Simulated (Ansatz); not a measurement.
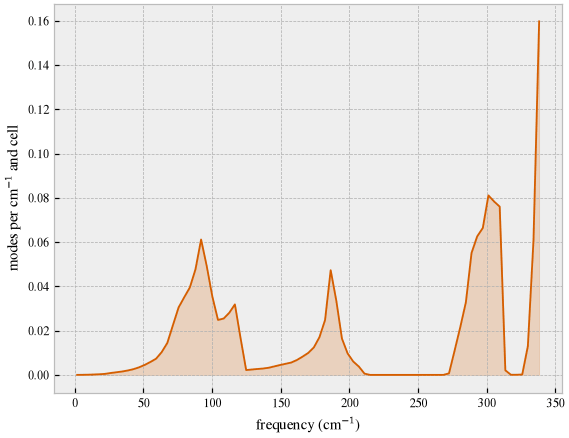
Figure: Phonon density of states of zinc blende ZnS; finite displacements on a 6×6×6 mesh, r2SCAN in Ansatz (a program for electronic structure), k mesh 6×6×6

Another polymorph of this substance is known too; which is more stable was not tested here. Dynamical quadrupoles are not included in the interpolation of the phonons between the solved wave vectors.

### Question
Where is the tallest peak, and is there a gap in the spectrum?

### Answer
The tallest peak lies near 340 cm⁻¹. There is at least one gap; the lowest begins near 220 cm⁻¹.

The PAW data sets were generated under PBE and serve the other functionals too.
